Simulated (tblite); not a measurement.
Geometry relaxation of C₄H₄F₄OSi

C₄H₄F₄OSi, computed with GFN2-xTB geometry optimisation, gas phase (tblite 0.8.0).

It belongs to a series of runs on one base structure; here: H on Si replaced by CF3.

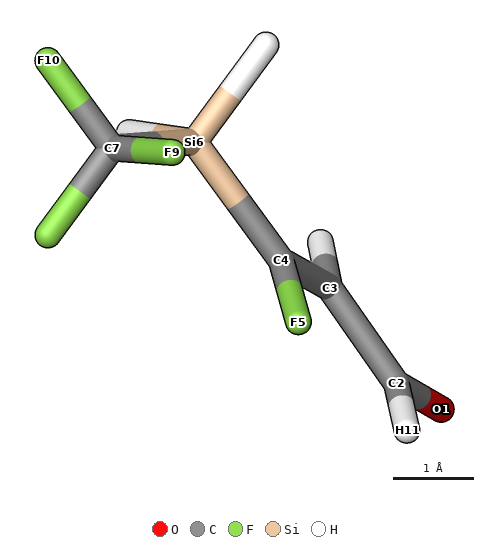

*The structure as given in the input (stick view, seen at a tilt; atoms are numbered from 1 in the order of the input).*

Bond lengths as drawn: C–C 1.34 to 1.46 Å, C–F 1.35 to 1.36 Å, C–H 1.08 to 1.11 Å, C–O 1.23 Å, C–Si 1.82 to 1.85 Å and H–Si 1.49 to 1.51 Å.

Input
```
{"job": {"kind": "relax", "xc": "GFN2-xTB", "basis": "xTB"}, "charge": 0, "multiplicity": 1}
O      4.056000     0.359800    -0.194100
C      2.976300    -0.235800    -0.198700
C      1.713800     0.482700    -0.056100
C      0.543100    -0.174000    -0.064500
F      0.557700    -1.531900    -0.163700
Si    -1.119100     0.620200     0.101200
C     -2.491400    -0.452200    -0.420400
F     -2.361600    -0.846000    -1.704800
F     -2.570300    -1.583900     0.337900
F     -3.693900     0.175000    -0.308600
H      2.920600    -1.339300    -0.281800
H      1.780700     1.560900     0.030900
H     -1.255000     1.074200     1.531200
H     -1.057700     1.889800    -0.685600
```

The first line tells a small driver script what to run in tblite; the rest is the geometry in Å.

Run on 1 CPU thread, shared host.

Command:
```bash
OMP_NUM_THREADS=1 python <driver script> task.json out
```

The program's output
```
step      E/eV     max force
  0    -959.30073    4.074
  1    -959.52010    2.644
  2    -959.58589    1.257
  3    -959.61915    0.610
  4    -959.64522    0.455
  5    -959.65933    0.492
  6    -959.66748    0.215
  7    -959.67130    0.147
  8    -959.67509    0.146
  9    -959.67849    0.187
 10    -959.68128    0.143
 11    -959.68363    0.121
 12    -959.68551    0.119
 13    -959.68681    0.109
 14    -959.68771    0.096
 15    -959.68855    0.075
 16    -959.68940    0.078
 17    -959.69000    0.065
 18    -959.69029    0.046
 19    -959.69046    0.036
 20    -959.69063    0.040
 21    -959.69080    0.041
 22    -959.69097    0.037
 23    -959.69116    0.041
 24    -959.69140    0.045
 25    -959.69167    0.054
 26    -959.69189    0.044
 27    -959.69205    0.045
 28    -959.69218    0.037
 29    -959.69233    0.040
 30    -959.69247    0.039
 31    -959.69259    0.026
 32    -959.69269    0.033
 33    -959.69285    0.056
 34    -959.69309    0.071
 35    -959.69340    0.066
 36    -959.69368    0.041
 37    -959.69386    0.031
 38    -959.69398    0.039
 39    -959.69406    0.030
 40    -959.69413    0.024
 41    -959.69419    0.030
 42    -959.69427    0.031
 43    -959.69439    0.042
 44    -959.69457    0.045
 45    -959.69475    0.039
 46    -959.69489    0.033
 47    -959.69498    0.022
 48    -959.69505    0.021
 49    -959.69513    0.023
 50    -959.69523    0.033
 51    -959.69533    0.037
 52    -959.69541    0.025
 53    -959.69547    0.018
 54    -959.69551    0.013
 55    -959.69553    0.014
 56    -959.69555    0.014
 57    -959.69557    0.012
 58    -959.69560    0.014
 59    -959.69562    0.020
 60    -959.69566    0.024
 61    -959.69573    0.027
 62    -959.69585    0.034
 63    -959.69607    0.043
 64    -959.69638    0.050
 65    -959.69675    0.052
 66    -959.69714    0.042
 67    -959.69748    0.048
 68    -959.69783    0.051
 69    -959.69825    0.051
 70    -959.69872    0.063
 71    -959.69914    0.088
 72    -959.69902    0.133
 73    -959.69990    0.054
 74    -959.70019    0.045
 75    -959.70050    0.066
 76    -959.70066    0.043
 77    -959.70091    0.047
 78    -959.70136    0.044
 79    -959.70213    0.052
 80    -959.70259    0.130
 81    -959.70152    0.166
 82    -959.70327    0.135
 83    -959.70350    0.069
 84    -959.70390    0.051
 85    -959.70476    0.066
 86    -959.70545    0.064
 87    -959.70701    0.056
 88    -959.70726    0.054
 89    -959.70771    0.084
 90    -959.70812    0.089
 91    -959.70892    0.077
 92    -959.70994    0.094
 93    -959.71069    0.223
 94    -959.71150    0.150
 95    -959.71262    0.093
 96    -959.71336    0.065
 97    -959.71507    0.072
 98    -959.71588    0.093
 99    -959.71632    0.078
100    -959.71656    0.038
101    -959.71670    0.044
102    -959.71682    0.036
103    -959.71694    0.035
104    -959.71715    0.035
105    -959.71732    0.039
106    -959.71749    0.023
107    -959.71756    0.013
108    -959.71759    0.013
109    -959.71761    0.016
110    -959.71765    0.016
111    -959.71773    0.023
112    -959.71783    0.029
113    -959.71796    0.035
114    -959.71810    0.027
115    -959.71826    0.033
116    -959.71844    0.032
117    -959.71867    0.035
118    -959.71883    0.030
119    -959.71901    0.048
120    -959.71916    0.033
121    -959.71930    0.021
122    -959.71937    0.026
123    -959.71951    0.028
124    -959.71964    0.034
125    -959.71991    0.043
126    -959.72038    0.062
127    -959.72119    0.085
128    -959.72221    0.088
129    -959.71061    0.607
130    -959.72333    0.062
131    -959.72388    0.067
132    -959.71898    0.404
133    -959.72492    0.046
134    -959.72546    0.034
135    -959.72339    0.296
136    -959.72622    0.035
137    -959.72664    0.043
138    -959.72186    0.347
139    -959.72731    0.045
140    -959.72777    0.039
141    -959.71676    0.522
142    -959.72844    0.033
143    -959.72891    0.036
144    -959.71902    0.545
145    -959.72959    0.021
146    -959.73008    0.026
147    -959.72030    0.553
148    -959.73070    0.021
149    -959.73119    0.029
150    -959.72065    0.572
151    -959.73176    0.025
152    -959.73221    0.032
153    -959.72124    0.585
154    -959.73274    0.028
155    -959.73314    0.037
156    -959.72046    0.581
157    -959.73360    0.037
158    -959.73394    0.038
159    -959.72375    0.581
160    -959.73437    0.030
161    -959.73468    0.038
162    -959.73022    0.418
163    -959.73513    0.037
164    -959.73543    0.045
165    -959.73443    0.271
166    -959.73592    0.052
167    -959.73615    0.062
168    -959.73633    0.161
169    -959.73671    0.078
170    -959.73694    0.062
171    -959.73777    0.081
172    -959.73819    0.055
173    -959.73841    0.024
174    -959.73792    0.147
175    -959.73857    0.027
176    -959.73866    0.018
177    -959.73879    0.035
178    -959.73888    0.037
179    -959.73912    0.037
180    -959.73921    0.047
181    -959.73926    0.043
182    -959.73934    0.024
183    -959.73941    0.031
184    -959.73952    0.030
185    -959.73970    0.038
186    -959.73980    0.050
187    -959.73999    0.060
188    -959.74081    0.087
189    -959.74084    0.152
190    -959.74206    0.084
191    -959.74282    0.062
192    -959.74394    0.154
193    -959.74399    0.209
194    -959.74630    0.157
195    -959.74741    0.184
196    -959.74875    0.076
197    -959.75122    0.112
198    -959.75282    0.279
199    -959.75601    0.137
200    -959.75912    0.110
201    -959.76080    0.179
202    -959.76232    0.105
203    -959.76326    0.053
204    -959.76385    0.085
205    -959.76459    0.101
206    -959.76520    0.090
207    -959.76572    0.101
208    -959.76639    0.058
209    -959.76682    0.057
210    -959.76718    0.069
211    -959.76764    0.061
212    -959.76832    0.104
213    -959.76875    0.081
214    -959.76918    0.061
215    -959.76970    0.060
216    -959.77009    0.063
217    -959.77062    0.054
218    -959.77111    0.067
219    -959.77165    0.079
220    -959.77219    0.143
221    -959.77297    0.089
222    -959.77388    0.082
223    -959.77453    0.071
224    -959.77513    0.073
225    -959.77561    0.119
226    -959.77573    0.111
227    -959.77630    0.057
228    -959.77647    0.029
229    -959.77673    0.037
230    -959.77689    0.035
231    -959.77704    0.035
232    -959.77714    0.026
233    -959.77723    0.020
234    -959.77730    0.028
235    -959.77736    0.022
236    -959.77740    0.021
237    -959.77744    0.015
238    -959.77749    0.017
239    -959.77754    0.021
240    -959.77759    0.015
241    -959.77763    0.010
242    -959.77764    0.021
243    -959.77765    0.010
```

Trajectory as extended XYZ (Å, eV, eV/Å), 7 of the 244 frames kept, from step=0 to step=243
```
14
Properties=species:S:1:pos:R:3:forces:R:3 step=0 energy=-959.30073
O     4.0560    0.3598   -0.1941   -1.6160  -1.1600  -0.0870
C     2.9763   -0.2358   -0.1987    1.9830   1.1070   0.2120
C     1.7138    0.4827   -0.0561   -0.1200  -0.4780  -0.1450
C     0.5431   -0.1740   -0.0645    0.8290  -0.7170  -0.1320
F     0.5577   -1.5319   -0.1637    0.0200   0.5310   0.0080
Si   -1.1191    0.6202    0.1012    1.5790   3.4230   1.5440
C    -2.4914   -0.4522   -0.4204   -1.9990  -1.7060  -0.4620
F    -2.3616   -0.8460   -1.7048   -0.2990  -0.0340   0.2460
F    -2.5703   -1.5839    0.3379   -0.1920   0.4470  -0.4600
F    -3.6939    0.1750   -0.3086    0.4160  -0.4370  -0.1470
H     2.9206   -1.3393   -0.2818    0.0100   0.3220  -0.0310
H     1.7807    1.5609    0.0309   -0.2100  -0.2720  -0.0240
H    -1.2550    1.0742    1.5312   -0.1760  -0.4500  -0.5730
H    -1.0577    1.8898   -0.6856   -0.2250  -0.5760   0.0510
14
Properties=species:S:1:pos:R:3:forces:R:3 step=40 energy=-959.69413
O     4.1177    0.2687   -0.2082    0.0070   0.0120  -0.0080
C     3.0370   -0.2583   -0.2123   -0.0040  -0.0040   0.0130
C     1.7699    0.4702   -0.0794   -0.0060  -0.0010  -0.0090
C     0.5681   -0.1161   -0.0397   -0.0050  -0.0100  -0.0010
F     0.4948   -1.4553   -0.1223   -0.0220  -0.0100   0.0020
Si   -1.0999    0.7744    0.1757   -0.0100   0.0010   0.0030
C    -2.4795   -0.4701   -0.4224    0.0020   0.0010   0.0010
F    -2.3240   -0.8708   -1.6964    0.0090  -0.0060   0.0110
F    -2.5568   -1.5804    0.3295    0.0030   0.0030  -0.0150
F    -3.6968    0.1106   -0.3583    0.0110  -0.0040  -0.0050
H     2.9226   -1.3514   -0.3131    0.0050  -0.0020  -0.0040
H     1.8271    1.5447   -0.0041    0.0020   0.0040  -0.0040
H    -1.3928    1.0060    1.5870    0.0020   0.0110   0.0070
H    -1.1880    1.9274   -0.7129    0.0060   0.0050   0.0090
14
Properties=species:S:1:pos:R:3:forces:R:3 step=81 energy=-959.70152
O     3.9752    0.2521   -0.7455   -0.1290  -0.0760   0.0720
C     2.9530   -0.2713   -0.3816    0.1040   0.0300  -0.0420
C     1.7026    0.4620   -0.1492   -0.1110  -0.0190  -0.0560
C     0.5537   -0.1048    0.2467    0.0790   0.0360  -0.0570
F     0.5283   -1.4239    0.5172    0.0280   0.0870   0.0030
Si   -1.1364    0.7552    0.4237    0.0040   0.0120  -0.0040
C    -2.3709   -0.4324   -0.5287   -0.0140   0.0000  -0.0480
F    -1.8460   -0.8875   -1.6840   -0.0360   0.0030   0.0500
F    -2.7234   -1.5123    0.1899    0.0390   0.0320  -0.0270
F    -3.5241    0.1854   -0.8616    0.0850   0.0070   0.0410
H     2.8832   -1.3624   -0.2201    0.0050   0.0550   0.0250
H     1.7254    1.5238   -0.3606   -0.0440  -0.1240   0.0570
H    -1.6288    0.8069    1.7976    0.0320  -0.0310  -0.0310
H    -1.0924    2.0088   -0.3207   -0.0430  -0.0120   0.0150
14
Properties=species:S:1:pos:R:3:forces:R:3 step=122 energy=-959.71937
O     3.8860    0.1940   -0.9561   -0.0160  -0.0140   0.0060
C     2.9195   -0.2808   -0.4207    0.0210   0.0110  -0.0100
C     1.6257    0.4042   -0.3122   -0.0120  -0.0060   0.0070
C     0.5694   -0.0886    0.3431    0.0140   0.0080   0.0010
F     0.6746   -1.2814    0.9605   -0.0010   0.0110  -0.0040
Si   -1.1480    0.6999    0.5437   -0.0010   0.0130  -0.0110
C    -2.3168   -0.3704   -0.6066   -0.0060  -0.0030  -0.0080
F    -1.6967   -0.7840   -1.7288   -0.0140  -0.0010  -0.0010
F    -2.7967   -1.4718   -0.0053    0.0170   0.0050  -0.0010
F    -3.3905    0.3369   -1.0106   -0.0090  -0.0080   0.0040
H     2.9419   -1.2844    0.0385    0.0090   0.0030   0.0010
H     1.5436    1.3676   -0.7923   -0.0060  -0.0170   0.0070
H    -1.6452    0.5195    1.9020   -0.0120  -0.0060  -0.0040
H    -1.1676    2.0387   -0.0320    0.0160   0.0020   0.0130
14
Properties=species:S:1:pos:R:3:forces:R:3 step=162 energy=-959.73022
O     3.7056   -0.0851   -1.2180   -0.1200  -0.0640   0.1160
C     2.8484   -0.3677   -0.4210    0.1040   0.0100  -0.0340
C     1.5025    0.2199   -0.4222   -0.0800   0.0080   0.0270
C     0.5774   -0.0317    0.5126    0.0740  -0.0510   0.0230
F     0.8706   -0.8733    1.5303   -0.0170   0.1230  -0.1510
Si   -1.1751    0.7007    0.6259   -0.0010  -0.0160   0.0150
C    -2.2141   -0.2736   -0.7163   -0.1080  -0.1720  -0.1820
F    -1.6952   -0.1120   -1.9601   -0.1880  -0.0720   0.3360
F    -2.2605   -1.6080   -0.4887   -0.0080   0.4030  -0.1090
F    -3.4977    0.1507   -0.7772    0.3270  -0.1400  -0.0260
H     3.0241   -1.0974    0.3946   -0.0060   0.0780  -0.1050
H     1.2620    0.9013   -1.2306    0.0350  -0.1000   0.1160
H    -1.7655    0.3888    1.9221   -0.0050   0.0000  -0.0320
H    -1.1832    2.0869    0.1716   -0.0080  -0.0060   0.0050
14
Properties=species:S:1:pos:R:3:forces:R:3 step=202 energy=-959.76232
O     3.4663   -0.3942   -1.4022   -0.0160  -0.0310   0.0490
C     2.7547   -0.4444   -0.4341    0.0600   0.0060  -0.0570
C     1.3391   -0.0568   -0.4440    0.0100  -0.0190  -0.0030
C     0.5843    0.0634    0.6528   -0.0070  -0.0140   0.0150
F     1.1413   -0.1865    1.8561   -0.0190   0.0290   0.0320
Si   -1.2364    0.6003    0.7675    0.0110   0.0050  -0.0330
C    -2.0407   -0.0877   -0.8726    0.0230  -0.0190  -0.0470
F    -1.5466    0.4968   -1.9856   -0.0470  -0.0420   0.0840
F    -1.8337   -1.4113   -1.0182   -0.0020   0.0190  -0.0280
F    -3.3723    0.0915   -0.9111    0.0150   0.0250  -0.0030
H     3.1289   -0.7863    0.5464    0.0100   0.0120   0.0160
H     0.9090    0.1510   -1.4096   -0.0300   0.0420  -0.0690
H    -1.8934   -0.0851    1.8710   -0.0260  -0.0240   0.0310
H    -1.4013    2.0490    0.7067    0.0180   0.0120   0.0130
14
Properties=species:S:1:pos:R:3:forces:R:3 step=243 energy=-959.77765
O     3.4206   -0.7249   -1.3717    0.0050   0.0000  -0.0030
C     2.7740   -0.4116   -0.4086   -0.0020   0.0020  -0.0010
C     1.3164   -0.2241   -0.4253   -0.0060  -0.0040   0.0070
C     0.5961    0.1070    0.6523    0.0010   0.0010   0.0000
F     1.2316    0.2824    1.8315   -0.0020   0.0040  -0.0030
Si   -1.2748    0.3923    0.8182    0.0000  -0.0010   0.0000
C    -2.0201    0.0641   -0.9524    0.0000   0.0000   0.0030
F    -1.5171    0.8865   -1.8939   -0.0010   0.0010   0.0020
F    -1.7953   -1.1899   -1.3908    0.0020   0.0000   0.0010
F    -3.3536    0.2376   -0.9732   -0.0010   0.0010  -0.0030
H     3.2431   -0.2389    0.5760    0.0030  -0.0040   0.0030
H     0.8237   -0.3715   -1.3740   -0.0010   0.0020  -0.0020
H    -1.8787   -0.5978    1.7046    0.0010   0.0000  -0.0020
H    -1.5666    1.7882    1.1303    0.0010  -0.0010  -0.0010
```

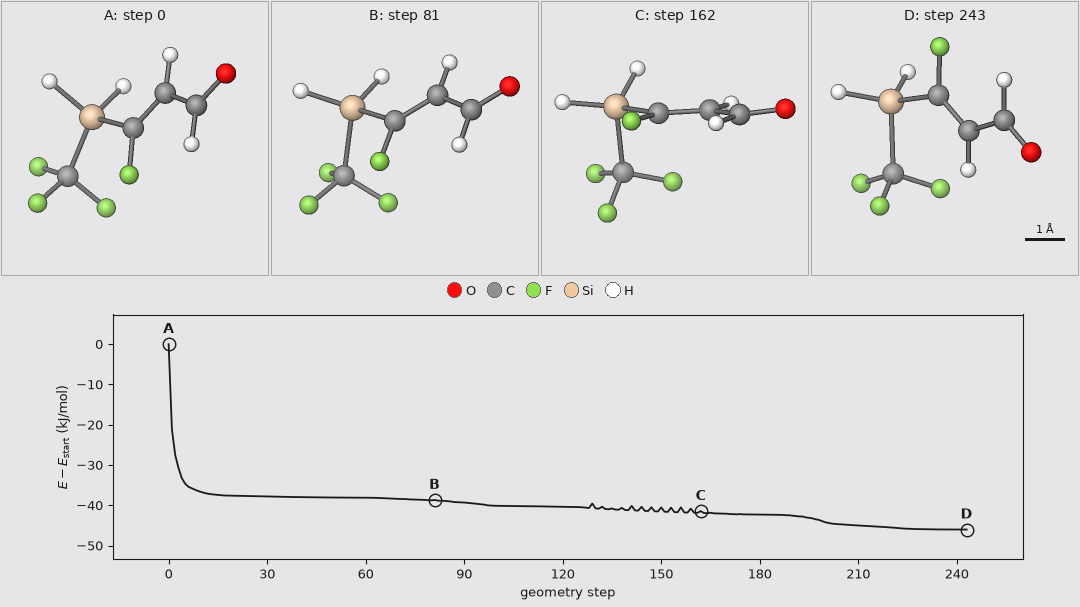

*Frames of the relaxation (ball-and-stick view, seen at a tilt) above the curves, on which the letters mark them (steps are counted from 0).*

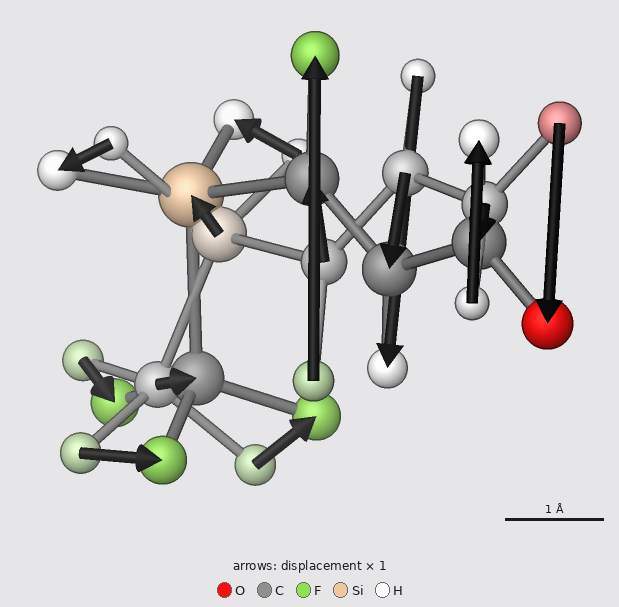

*Start (faint) and end (solid) with the displacements as black arrows, at true length (ball-and-stick view, seen at a tilt). The two geometries are laid on each other by the best rigid fit.*

F5 moves most after the best rigid fit: 3.33 Å. By element the largest moves are F 3.33 Å, H 3.00 Å, O 2.06 Å, C 1.00 Å, Si 0.50 Å. Among the contacts that change: Si6–C7 1.818 → 1.949 Å, C4–Si6 1.850 → 1.900 Å, Si6–H13 1.506 → 1.460 Å, Si6–H14 1.495 → 1.460 Å. Among the angles that change: H13–Si6–H14 104.3° → 115.9°, C4–Si6–C7 113.5° → 105.8°, C7–Si6–H13 112.5° → 106.2°. The energy falls by 46.0 kJ/mol in 243 geometry steps. The largest force component goes from 3.4 to 0.007 eV/Å. (Atoms are counted from 1 in the order of the input.)

Results in brief

```json
{"quantity": "outcome", "value": "converged"}
{"quantity": "total energy", "value": "−959.7776 eV"}
{"quantity": "wall time", "value": "3 s"}
{"quantity": "peak memory", "value": "0.18 GiB"}
```
